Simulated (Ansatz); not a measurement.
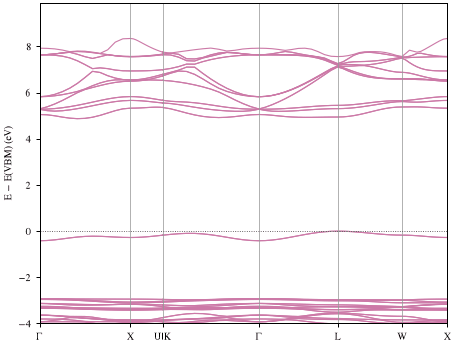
Fig. 1. Band structure from the program Ansatz at the r²SCAN with spin–orbit coupling level (PAW)

### Question
Read off the gap and where the band edges lie.

### Answer
About 4.9 eV (4.87 eV by a search for the band edges); maximum at L, minimum on the Γ–X line, 43 % of the way from Γ.

The material is Cs₂RbAsF₆ in space group Fm-3m (No. 225; Cs on 8c, Rb on 4b, As on 4a, F on 24e).

The first step of the workflow began from a Materials Project structure, measured or hypothetical; the Crystallography Open Database copy checked does not list it. Whether it is the stable phase at ambient conditions was not checked. The r²SCAN relaxation kept the symmetry of its start; its stability against distortions is not shown here.

Potentials: the later of the program's two PAW sets.
